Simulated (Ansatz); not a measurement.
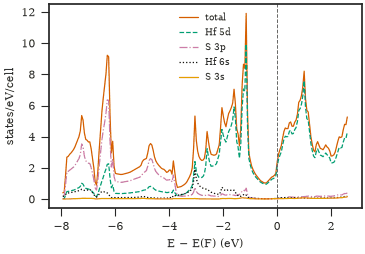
*Total and projected density of states of Hf₂S in space group P6_3/mmc (No. 194; Hf on 4f, S on 2b), the program Ansatz at the r²SCAN level (PAW)*

Problem. Which orbitals carry the states next to the Fermi level?

Solution. Within 0.5 eV of the Fermi level: Hf 5d 89 %, outside the projected shells 6 %. Projections are on Löwdin-orthogonalised atomic valence shells; empty p or d shells of many metals are not among them.

Problem. Where is the tallest occupied peak in this window, and what makes it?

Solution. Near -1.1 eV, about 12 states/eV per cell; the largest projected share is Hf 5d.

The workflow started from a Materials Project entry (that database holds measured and hypothetical structures alike); the Crystallography Open Database copy checked does not list it. Its standing as an ambient phase is unchecked. The r²SCAN relaxation kept the symmetry of its start; whether a distortion lowers the energy is not shown. No spin polarisation was allowed. Spin–orbit coupling is left out wherever it is not named.

Potentials: the later of the program's two PAW sets.
